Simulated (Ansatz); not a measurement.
BH2ClF2: several calculations on one system

### Relaxation

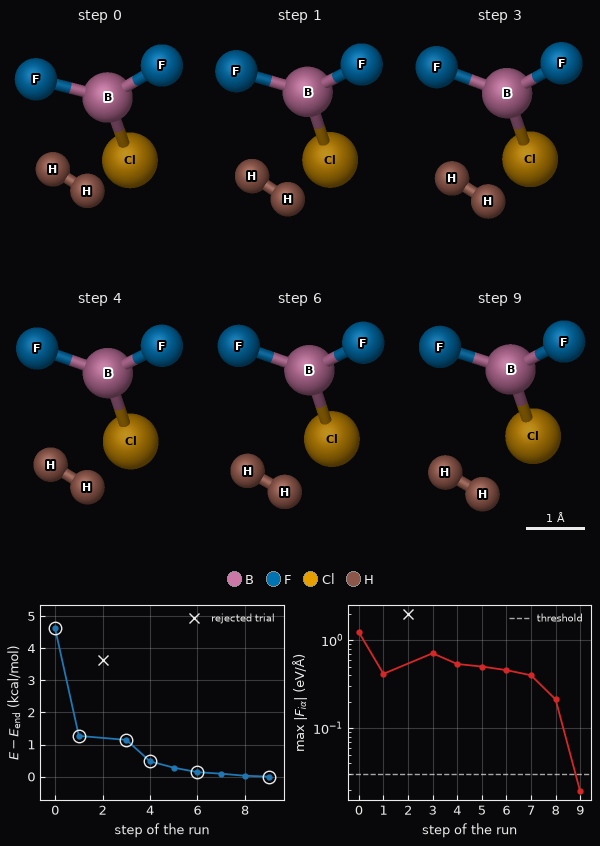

Frames of a relaxation of BH$_{2}$ClF$_{2}$, marked on the history of the run. The picture is a ball-and-stick view, seen from a free direction.

The run prepares an end point of a later path (reaction) calculation, from a guessed geometry.

Level of theory: RHF/def2-SVP (Ansatz 0.2.0). Set-up: no spin polarisation; force threshold 0.03 eV/Å; at most 50 steps.

> Describe the path.

After 8 accepted moves (9 points after the start) the energy has fallen by 4.62 kcal/mol. The largest force component goes from 1.2 to 0.019 eV/Å. The line search rejected the trial step at point 2 of the run. The atom that moves furthest after the best rigid fit is an H atom (0.59 Å). Largest moves by element: H 0.59 Å, F 0.41 Å, B 0.30 Å, Cl 0.21 Å. Among the contacts that change: H–H 0.710 → 0.747 Å, B–F 1.308 → 1.298 Å. From step 0 to 1: F and H atoms move most (0.20 Å), energy −3.35 kcal/mol. From step 1 to 3: an F atom moves most (0.09 Å), energy −0.12 kcal/mol. From step 3 to 4: an H atom moves most (0.10 Å), energy −0.67 kcal/mol. From step 4 to 6: an H atom moves most (0.18 Å), energy −0.34 kcal/mol. From step 6 to 9: an H atom moves most (0.09 Å), energy −0.14 kcal/mol.

Limits of the set-up: Hartree-Fock leaves out electron correlation.

### Relaxation

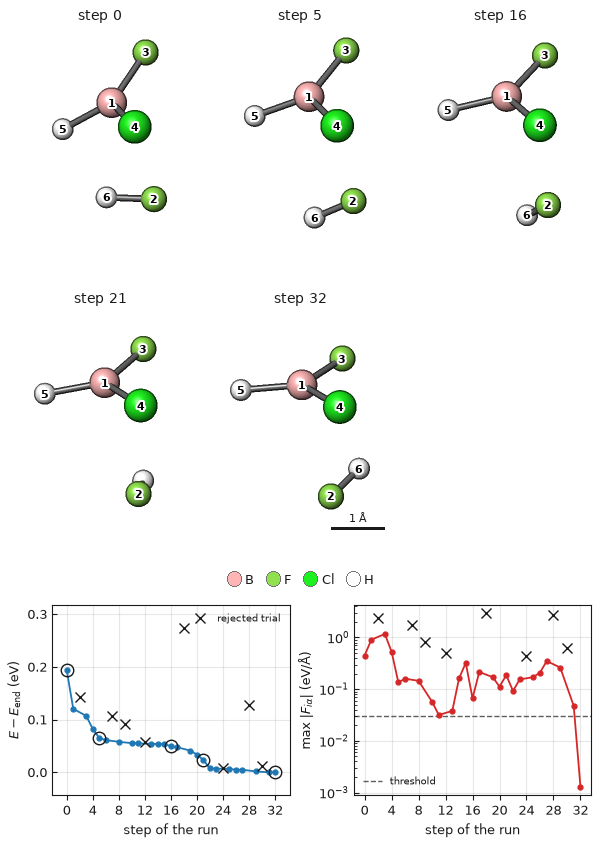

Frames of a relaxation of BH2ClF2, marked on the history of the run. Style: ball-and-stick. Shown from a free direction.

The run prepares an end point of a later path (reaction) calculation, from a guessed geometry.

All numbers below come from RHF/def2-SVP (Ansatz). Settings: no spin polarisation; force threshold 0.03 eV/Å; at most 50 steps.

**Describe the path.**

H6 moves most after the best rigid fit: 1.10 Å. By element the largest moves are H 1.10 Å, F 0.52 Å, B 0.22 Å, Cl 0.11 Å. Some distances before and after: B1–F3 1.301 → 1.311 Å, F2–H6 0.909 → 0.904 Å. The energy falls by 0.193 eV in 24 accepted moves (32 points after the start). The largest force component goes from 0.45 to 0.0013 eV/Å. The line search rejected the trial steps at points 2, 7, 9, 12, 18, 24, 28, 30 of the run. Cost: 31 s on 1 thread of Arm Neoverse V2, on a shared host, peak memory 0.12 GiB. From step 0 to 5: H6 moves most (0.54 Å), energy −0.128 eV. From step 5 to 16: H6 moves most (0.33 Å), energy −0.016 eV. From step 16 to 21: H6 moves most (0.39 Å), energy −0.026 eV. From step 21 to 32: H6 moves most (0.39 Å), energy −0.023 eV.

Limits of the set-up: Hartree-Fock leaves out electron correlation.

### Path

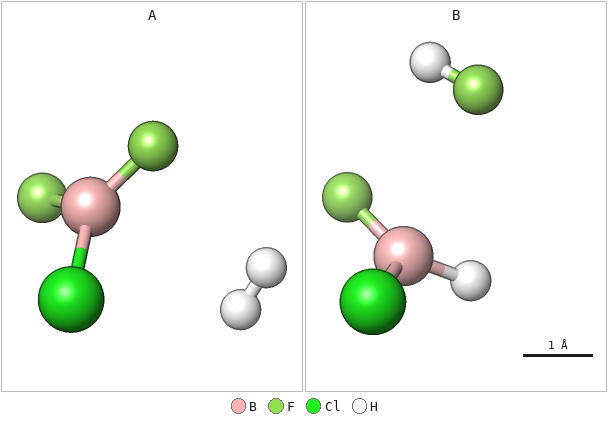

The two relaxed end points of a path for BH2ClF2, made up at the start of BClF$_{2}$ and H₂. The picture is a ball-and-stick view, seen from a free direction.

These are results of RHF/def2-SVP in Ansatz 0.2.0, not measurements.

Set-up: 5 movable images; climbing image; force threshold 0.05 eV/Å; iteration limit 60.

Start:
```xyz
6

B    -0.0412    0.5525   -0.0744
F    -0.0402    0.8870    1.1794
F     1.0804    0.2390   -0.6461
Cl   -1.5336    0.5332   -0.9848
H    -0.1690   -2.5366    0.8683
H    -0.1052   -2.1804    1.5217
```

End:
```xyz
6

B    -0.2687   -0.6366   -0.5428
F    -0.1854   -0.3432    2.1600
F     0.9677   -0.2673   -0.3112
Cl   -1.4163    0.5833   -1.0641
H    -0.5763   -1.7797   -0.4633
H     0.6700   -0.0616    2.0856
```

> What barrier does the band find between them, and by what path?

The highest point, image 3, lies 271.7 kJ/mol above the start and 163.8 kJ/mol above the end; the end is at +107.9 kJ/mol relative to the start. Breaking: B1–F2 (1.30 → 1.57 at the top → 2.72 Å), H5–H6 (0.75 → 1.05 at the top → 3.32 Å). Forming: B1–H5 (3.23 → 1.34 at the top → 1.19 Å), F2–H6 (3.09 → 1.14 at the top → 0.90 Å). The band converged in 24 iterations, with a climbing image at the top. At the top, the vibrational analysis gives one imaginary mode (1787i cm⁻¹), as a transition state must have.

Energies of the converged images:

```tsv
image	path (Å)	E (kJ/mol)
0	0.00	0.0
1	0.73	5.1
2	1.46	56.5
3	2.19	271.7
4	3.10	129.4
5	4.01	112.7
6	4.92	107.9
```

The geometry at the top of the path:

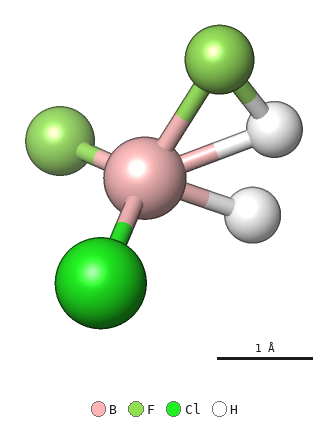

Limits of the set-up: the start holds two separate molecules, 3.1 Å apart at their closest, whose relative position is a soft coordinate and is computed without a dispersion correction; Hartree-Fock leaves out electron correlation.

Cost: 79 s on 1 thread of Arm Neoverse V2 (shared host), peak memory 0.12 GiB.
